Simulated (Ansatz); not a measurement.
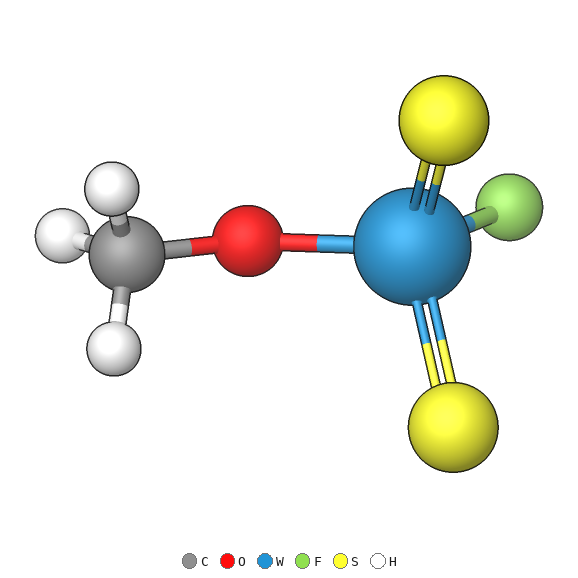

Multiple sticks mark multiple bonds (one Kekulé form).

Charge 0, singlet.

Description:

It has 9 atoms: 1 carbon, 3 hydrogen, 1 fluorine, 1 oxygen, 2 sulfur and 1 tungsten (CH3FOS2W). Its SMILES string is `C[O][W]([F])(=[S])=[S]`. Coordination: 1 C tetrahedral; 1 O bent; 1 W tetrahedral.

The parts below concern this one geometry. Atoms keep their numbers from picture to picture. The geometry was computed by an optimisation with PBE0-D4/def2-TZVP.

### Levels of theory compared

Program: Ansatz 0.2.0.

Tabulate HOMO–LUMO gap (eV), HOMO energy (eV) at these levels: BHLYP-D4/def2-TZVPP; HSE06 (plane-wave form)-D4/def2-TZVPP; PBE-D4/def2-TZVPP; PBE0-D4/def2-QZVPP; PBE0-D4/def2-SVP; PBE0-D4/def2-TZVPP; r2SCAN0-D4/def2-TZVPP; ωB97M-V/def2-SVP.

```json
{"level": "BHLYP-D4/def2-TZVPP", "HOMO–LUMO gap (eV)": "6.41", "HOMO energy (eV)": "−8.18"}
{"level": "HSE06 (plane-wave form)-D4/def2-TZVPP", "HOMO–LUMO gap (eV)": "3.85", "HOMO energy (eV)": "−6.86"}
{"level": "PBE-D4/def2-TZVPP", "HOMO–LUMO gap (eV)": "2.84", "HOMO energy (eV)": "−6.14"}
{"level": "PBE0-D4/def2-QZVPP", "HOMO–LUMO gap (eV)": "4.60", "HOMO energy (eV)": "−7.26"}
{"level": "PBE0-D4/def2-SVP", "HOMO–LUMO gap (eV)": "4.63", "HOMO energy (eV)": "−7.29"}
{"level": "PBE0-D4/def2-TZVPP", "HOMO–LUMO gap (eV)": "4.61", "HOMO energy (eV)": "−7.25"}
{"level": "r2SCAN0-D4/def2-TZVPP", "HOMO–LUMO gap (eV)": "4.81", "HOMO energy (eV)": "−7.43"}
{"level": "ωB97M-V/def2-SVP", "HOMO–LUMO gap (eV)": "8.62", "HOMO energy (eV)": "−9.21"}
```

### Dipole moment

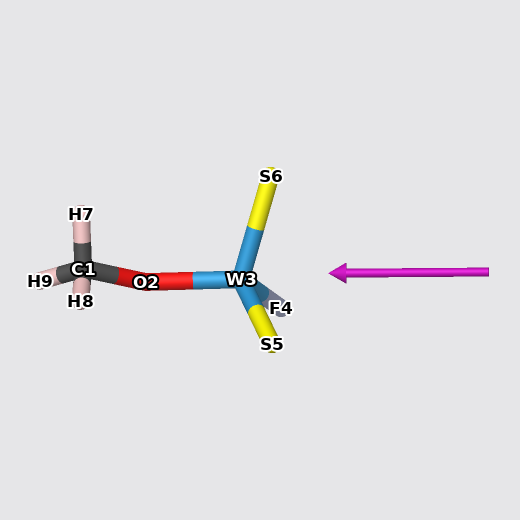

The arrow beside the molecule shows the direction of the dipole moment, from the negative to the positive end (its length means nothing). Properties computed with RKS PBE-D4/def2-TZVPP, core potentials on W (Ansatz 0.2.0).

> Estimate the dipole moment.

3.66 D; it points from the side of F4, S5, S6 to the side of H9 (the outermost atoms at the two ends).

### Charges

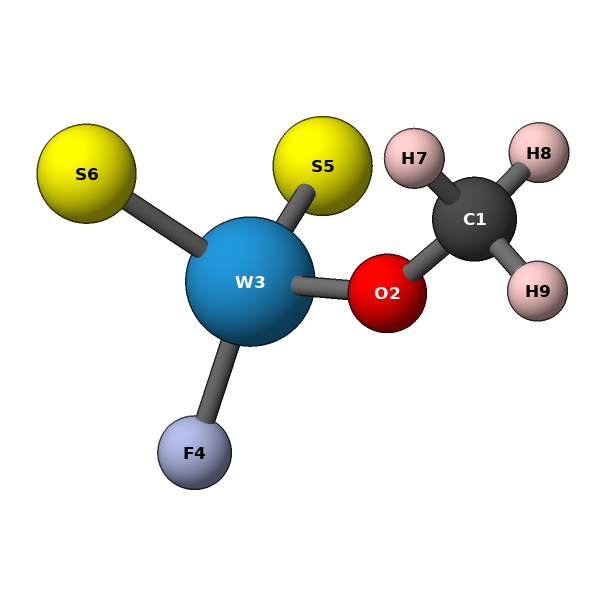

The questions are on Mulliken charges. Level of theory: RKS B3LYP-D4/def2-TZVPP, core potentials on W (Ansatz 0.2.0).

> Which atom carries the highest charge (most positive or least negative)?

W3 (0.87 e).

> And the lowest?

O2 (−0.37 e).

Give the Mulliken charges atom by atom.

```csv
atom,value (e)
C1,−0.10
O2,−0.37
W3,0.87
F4,−0.30
S5,−0.23
S6,−0.23
H7,0.12
H8,0.12
H9,0.12
```

Mulliken values depend strongly on the basis set and can even reverse the polarity of a bond.
